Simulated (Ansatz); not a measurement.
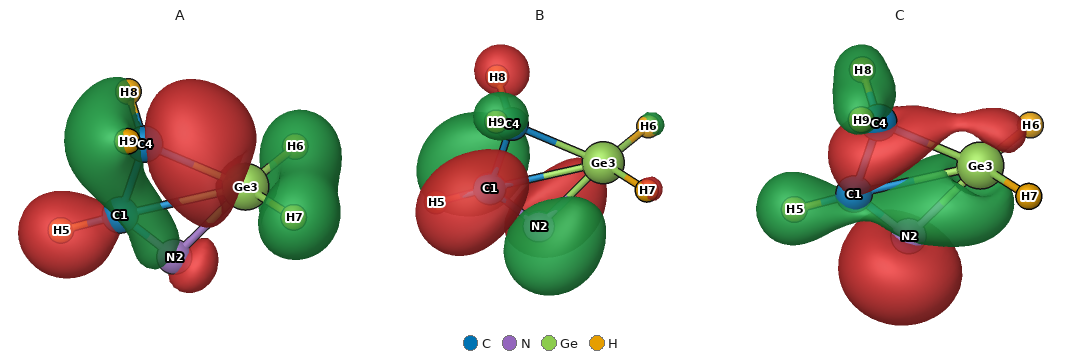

*C2H5GeN. Three frontier orbitals at ±0.1 Å⁻³ᐟ² (green and red are the two phases), in no order.*

Geometry: PBE0-D4/def2-TZVP.

Level of theory: Ansatz, RKS PBE0-D4/def2-TZVPP.

The calculation's input:

```
crystal:
  periodic: [false, false, false]
  atoms:
    - {symbol: C, position_ang: [-0.186793, -0.549715, -1.075063]}
    - {symbol: N, position_ang: [1.035909, -0.182485, -1.141527]}
    - {symbol: Ge, position_ang: [0.903932, 0.560555, 0.613007]}
    - {symbol: C, position_ang: [-0.885366, -0.197111, 0.218468]}
    - {symbol: H, position_ang: [-0.675603, -1.079484, -1.903385]}
    - {symbol: H, position_ang: [1.056471, 2.089143, 0.684061]}
    - {symbol: H, position_ang: [1.776040, -0.127037, 1.676749]}
    - {symbol: H, position_ang: [-1.720495, 0.497355, 0.107037]}
    - {symbol: H, position_ang: [-1.215593, -1.057721, 0.803652]}
basis:
  gaussian: {orbitals: def2-TZVPP}
hamiltonian: {xc: pbe0, dispersion: d4}
output: {orbitals: {seedname: orbitals}}
```

Run with:

```sh
ansatz run in.yaml --threads 2 --pin off --events-out ev --progress --plain --max-ram 4352MiB
```

Which picture is the HOMO−1, the HOMO and the LUMO?

A is the HOMO−1 (−8.45 eV). It lies mainly on C4 (about 35 %), Ge3 (about 25 %), C1 (about 10 %) and H5 (about 5 %). C is the HOMO (−6.99 eV). By Hirshfeld shares it lies mainly on N2 (about 60 %), Ge3 (about 15 %), C4 (about 10 %) and C1 (about 10 %). B is the LUMO (−0.28 eV). By Hirshfeld shares it lies mainly on C1 (about 40 %), N2 (about 35 %) and Ge3 (about 5 %); π-antibonding (π*) across C1–N2.

What is the HOMO–LUMO gap?

6.71 eV between the orbital energies.
